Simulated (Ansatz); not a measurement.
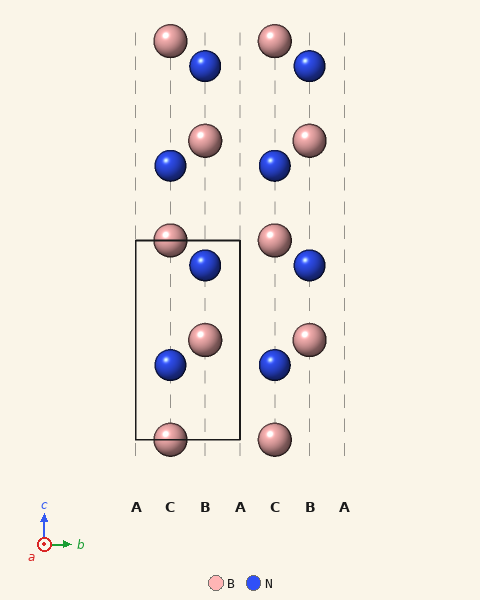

The picture looks along a close-packed row of the hexagonal mesh; c points upwards. The dashed lines mark the three columns A (0, 0), B (1/3, 2/3) and C (2/3, 1/3). The sequence starts with the first layer at or above the cell's origin.

BN (space group P6_3mc, No. 186): a calculation's input that goes back to an entry of the Crystallography Open Database (an earlier step may have relaxed or displaced it).

Question: Give the sequence of layers in one repeat, with element and column.

Answer: B(C) – N(C) – B(B) – N(B) (four layers in 4.21 Å).

Question: How are the N layers alone stacked?

Answer: N layers alone: CB, the hexagonal close-packed type.

Question: Which positions between or in the N layers do the other atoms fill?

Answer: B: two tetrahedral sites in each hexagonal cell.

Question: What short polytype symbol fits?

Answer: Polytype symbol 2H, the symbol of a tetrahedral polytype (number of double layers in the repeat and lattice).
